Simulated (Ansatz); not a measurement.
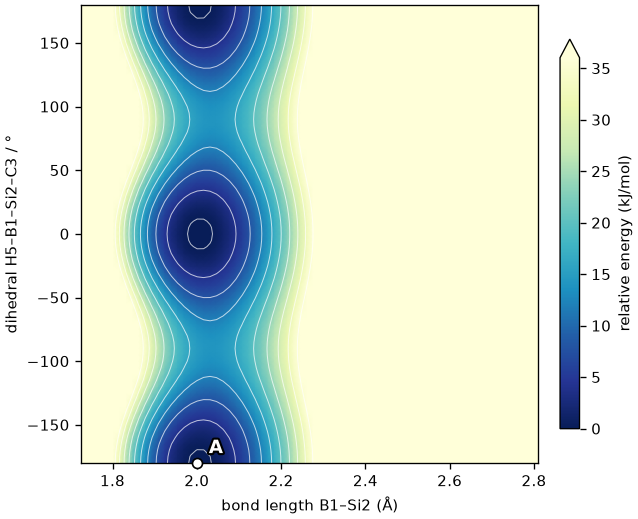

CH₄BClSi, SMILES B[SiH]=CCl. Coordinates scanned: (1) bond length B1–Si2; (2) dihedral H5–B1–Si2–C3. Nothing is relaxed (all other coordinates rigid). Grid: 15 × 15 points; 120 points were computed and 105 follow by symmetry. Energies are in kJ/mol, from the lowest grid point. Computed with Ansatz, RHF/def2-TZVP.

The picture shows a smooth colour map with a few white contour lines, one colour for all values above the top of the scale, the point A. Between grid points the surface is interpolated.

Q: What is the easiest way out of the well at A, and how high is the barrier?

A: The easiest path leads from the well at about bond length B1–Si2 = 2.00 Å, dihedral H5–B1–Si2–C3 = −180° to a well of about the same depth at about bond length B1–Si2 = 2.00 Å, dihedral H5–B1–Si2–C3 = 0°. Its highest point lies about 15 kJ/mol above the bottom of the first well on the interpolated surface, at about bond length B1–Si2 = 2.04 Å, dihedral H5–B1–Si2–C3 = −90°. The start is the relaxed structure and all else is held, so a fully relaxed path at this level can only be lower.

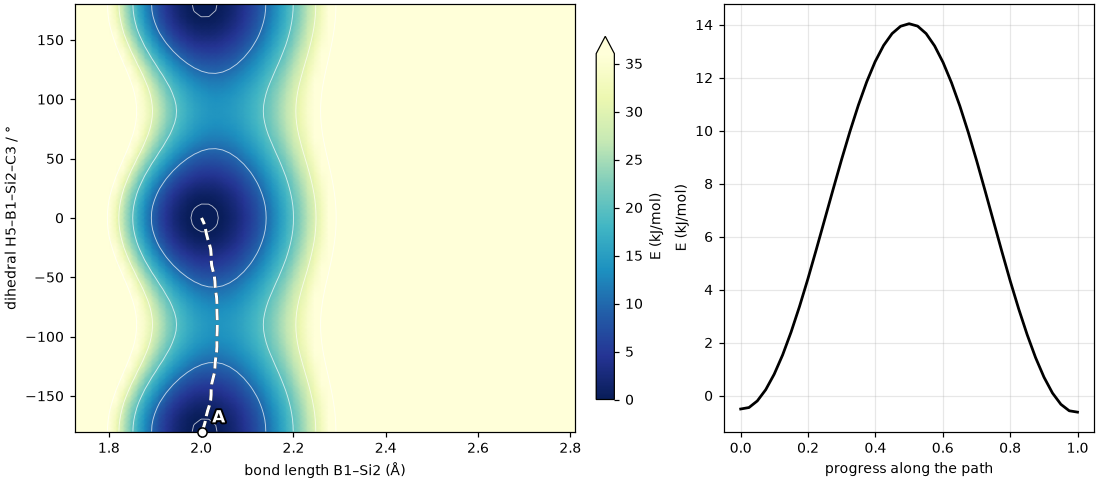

Drawn: a smooth colour map with a few white contour lines, a line along the lowest path, one colour for all values above the top of the scale, the energy along the path at the right. Between grid points the surface is interpolated.
